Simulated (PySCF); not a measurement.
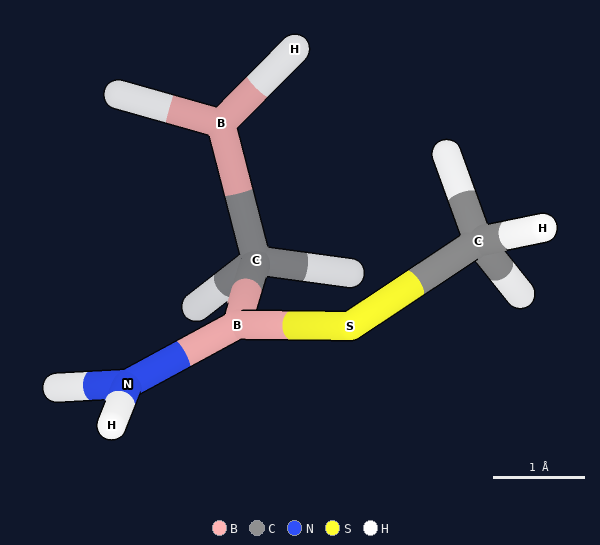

The structure as given in the input (stick view, seen at a tilt). Bond lengths as drawn: B–C 1.56 to 1.60 Å, B–H 1.17 Å, B–N 1.39 Å, B–S 1.81 Å, C–H 1.08 to 1.09 Å, C–S 1.82 Å and H–N 1.01 Å.

NMR shielding calculation of C2H9B2NS

The run: NMR shielding calculation of C2H9B2NS, SMILES BCB(N)SC. Method and program: GIAO PBE0/pcSseg-1 NMR shielding, non-relativistic, gas phase (PySCF 2.14.0).

The geometry comes from this level: GFN2-xTB. Figures and captions count atoms from 1; the log counts them from 0 in places.

## Input file
```
{"job": {"kind": "nmr", "xc": "PBE0", "basis": "pcSseg-1"}, "charge": 0, "multiplicity": 1}
B     -1.441441     1.243768    -0.079892
C     -0.994832    -0.201784    -0.461321
B     -0.072605    -0.759191     0.724971
N     -0.630860    -1.525647     1.740547
S      1.710916    -0.450645     0.846970
C      2.093582     0.573000    -0.614172
H     -0.866537     2.183992    -0.478334
H     -2.342267     1.400815     0.651517
H     -1.848644    -0.875920    -0.536019
H     -0.451038    -0.240776    -1.404689
H     -0.095069    -1.895512     2.507560
H     -1.609500    -1.746990     1.799867
H      2.001169    -0.027928    -1.514144
H      3.119438     0.906825    -0.498262
H      1.423272     1.423982    -0.648961
```

The first line tells a small driver script what to run in PySCF; the rest is the geometry in Å.

Machine: 1 CPU thread, shared host.

Run as:
```bash
OMP_NUM_THREADS=1 python <driver script> task.json out
```

## What the program printed
```
coarse grid: 12616 points
cycle   1  E = -583.8312813025  dE =  4.237e-01  |g| = 4.574e-01  |ddm| = 3.309e+00
cycle   2  E = -583.8249307211  dE =  6.351e-03  |g| = 5.064e-01  |ddm| = 7.859e-01
cycle   3  E = -583.8841524867  dE = -5.922e-02  |g| = 6.306e-02  |ddm| = 4.117e-01
cycle   4  E = -583.8850666914  dE = -9.142e-04  |g| = 2.651e-02  |ddm| = 9.012e-02
cycle   5  E = -583.8852269481  dE = -1.603e-04  |g| = 5.247e-03  |ddm| = 2.558e-02
cycle   6  E = -583.8852330898  dE = -6.142e-06  |g| = 2.148e-03  |ddm| = 7.072e-03
final grid: 115920 points
cycle   7  E = -583.9174831456  dE = -4.246e-05  |g| = 1.146e-02  |ddm| = 3.178e-02
cycle   8  E = -583.9174628253  dE =  2.032e-05  |g| = 1.456e-02  |ddm| = 2.306e-02
cycle   9  E = -583.9175160199  dE = -5.319e-05  |g| = 5.836e-04  |ddm| = 1.343e-02
cycle  10  E = -583.9175161141  dE = -9.419e-08  |g| = 2.010e-04  |ddm| = 8.524e-04
cycle  11  E = -583.9175161227  dE = -8.553e-09  |g| = 8.157e-05  |ddm| = 2.172e-04
cycle  12  E = -583.9175161242  dE = -1.572e-09  |g| = 2.098e-05  |ddm| = 8.781e-05
cycle  13  E = -583.9175161243  dE = -9.777e-11  |g| = 4.135e-06  |ddm| = 1.811e-05
```

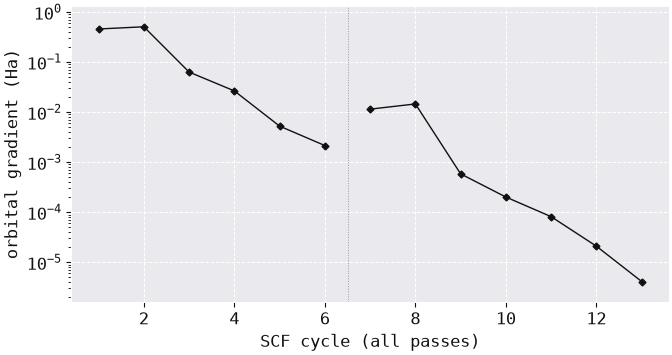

Convergence of the self-consistent field: orbital gradient against the SCF cycle. The dotted line marks the change from a coarse to the final integration grid. The first 6 cycles use a coarse grid, the final grid takes over at cycle 7, and the field converges after 13 cycles in all.

```
converged SCF energy = -583.9175161243

GIAO shielding tensors (ppm)
atom      isotropic    diamagn.    paramagn.     s11        s22        s33       span
  0 B       16.461     192.751    -176.290    -60.298    -23.742    133.423    193.721
  1 C      149.716     256.256    -106.541     91.316    157.967    199.865    108.549
  2 B       60.727     193.787    -133.060     30.266     47.804    104.110     73.844
  3 N      168.718     315.790    -147.072     89.169    198.921    218.063    128.894
  4 S      560.148    1059.142    -498.994    446.396    560.485    673.563    227.167
  5 C      170.581     252.108     -81.527    156.657    165.763    189.322     32.665
  6 H       23.830      30.280      -6.450     15.864     26.123     29.503     13.639
  7 H       24.101      30.024      -5.923     16.822     26.696     28.785     11.963
  8 H       29.510      32.269      -2.759     26.218     27.833     34.480      8.262
  9 H       29.195      33.777      -4.583     25.577     29.853     32.154      6.577
 10 H       28.228      30.167      -1.938     22.231     26.551     35.904     13.673
 11 H       28.024      30.827      -2.803     22.675     25.325     36.072     13.397
 12 H       29.239      31.293      -2.054     24.289     27.338     36.089     11.800
 13 H       29.667      29.391       0.276     24.224     27.073     37.704     13.480
 14 H       29.163      32.187      -3.025     23.901     27.505     36.082     12.181
```

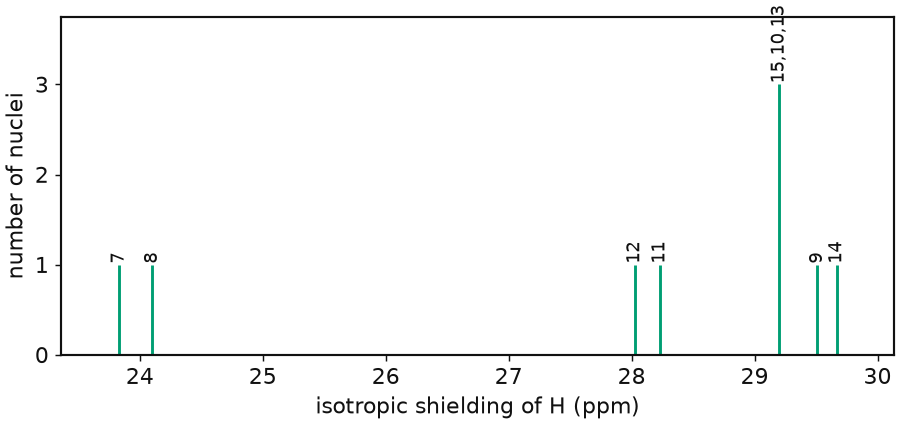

Isotropic shieldings of the hydrogen nuclei in this fixed geometry, labelled by atom number; shielding grows to the right, so chemical shift grows to the left. The least shielded is H7 (23.8 ppm), the most shielded H14 (29.7 ppm).

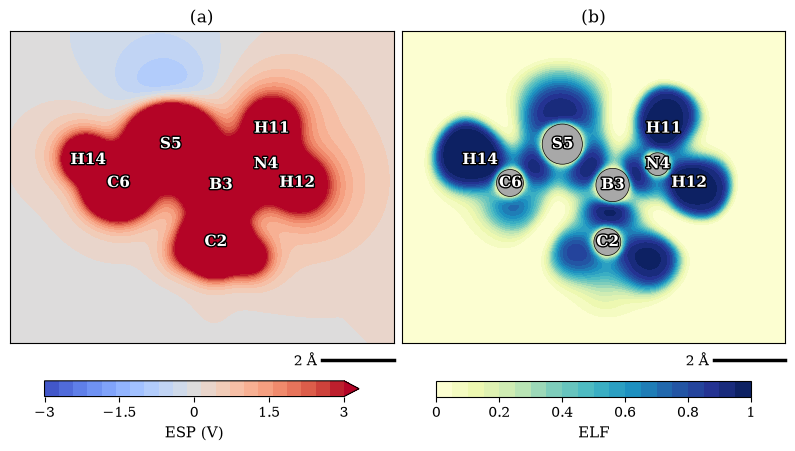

(a) molecular electrostatic potential; (b) ELF on the plane of atoms N4, B3 and S5. Grey discs, where drawn, cover atomic cores. The section cuts through C, B, N, S and H sites. B–N (1.39 Å): the ELF peaks at about 0.90 between the atoms (a polar covalent bond). B–S (1.81 Å): the ELF peaks at about 0.95 between the atoms, which marks a covalent bond. C–S (1.82 Å): the ELF peaks at about 0.90 between the atoms, as expected for localised, shared-pair bonding. C–B (1.60 Å): the ELF peaks at about 0.95 between the atoms, which marks a covalent bond.

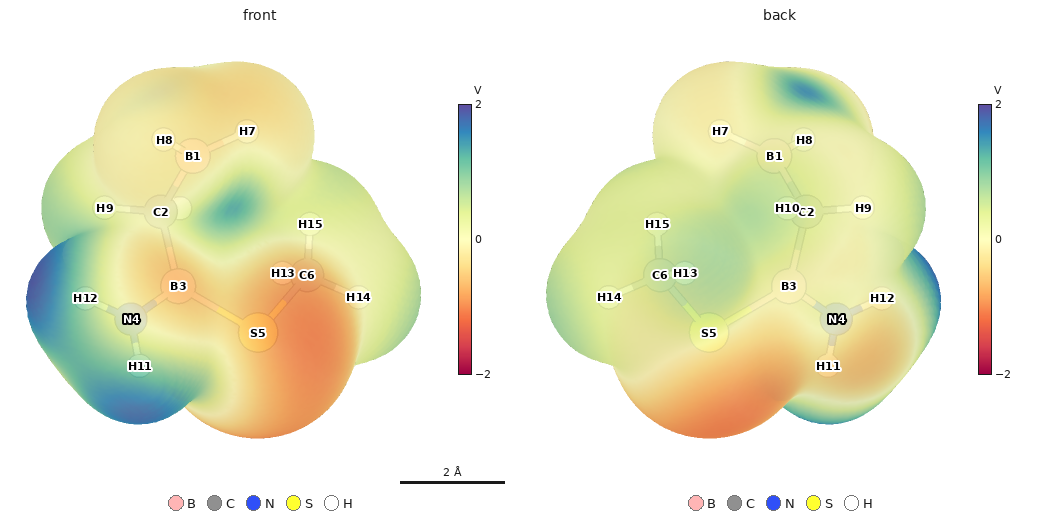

The molecular electrostatic potential painted on the density surface at 0.002 e/bohr³, seen at a tilt and from behind; red is negative and blue positive. Its dipole moment is 1.31 D.

## Key numbers

```json
{"quantity": "outcome", "value": "converged"}
{"quantity": "total energy", "value": "−583.917516 hartree"}
{"quantity": "HOMO", "value": "−6.66 eV"}
{"quantity": "LUMO", "value": "−1.26 eV"}
{"quantity": "dipole moment", "value": "1.31 D"}
{"quantity": "isotropic shielding, B", "value": "16.5 to 60.7 ppm"}
{"quantity": "isotropic shielding, C", "value": "149.7 to 170.6 ppm"}
{"quantity": "isotropic shielding, N", "value": "168.7 ppm"}
{"quantity": "isotropic shielding, S", "value": "560.1 ppm"}
{"quantity": "isotropic shielding, H", "value": "23.8 to 29.7 ppm"}
{"quantity": "wall time", "value": "23 s"}
{"quantity": "peak memory", "value": "0.72 GiB"}
```
